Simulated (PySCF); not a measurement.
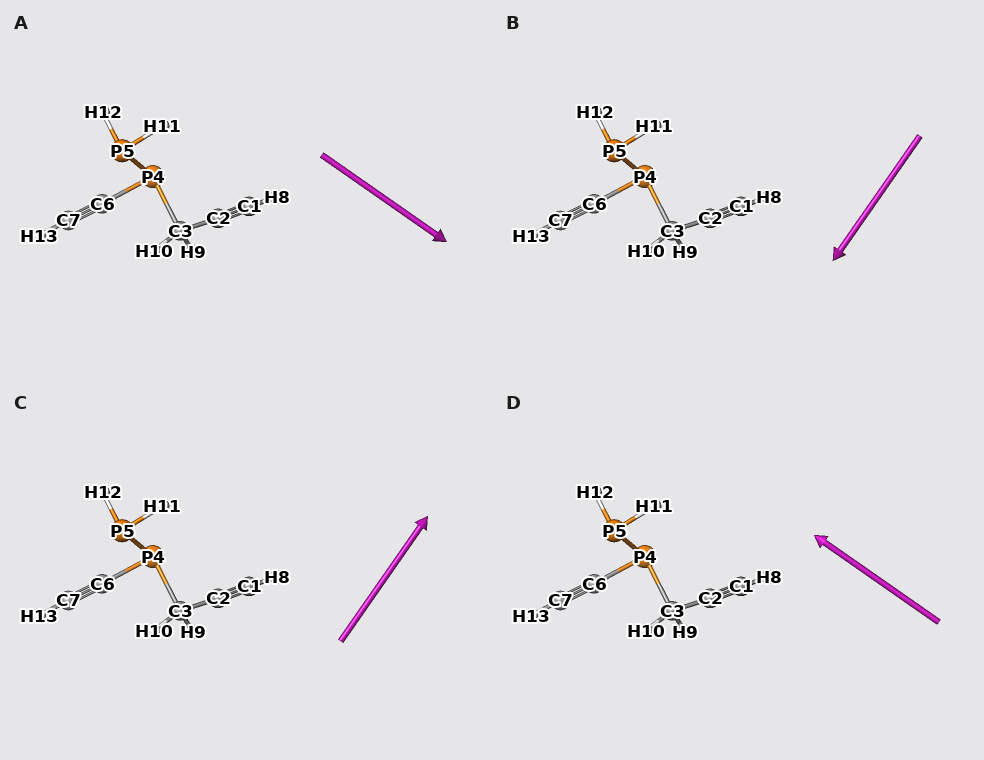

The same molecule four times, each with an arrow. The computed structure is the end point of a GFN2-xTB optimisation. No frequency run is at hand to confirm it as a minimum. Level of theory: PBE0/def2-SVPD, gas phase (PySCF 2.14.0).

### Which arrow points along the dipole moment, from the negative to the positive end?

B. The dipole moment is 0.45 D; it points from the side of H8 to the side of H13 (the outermost atoms at the two ends).

The geometry is semi-empirical. Around P such bond lengths and angles can be off by a tenth of an ångström or more and by several degrees, and values that hang on the shape move with them.
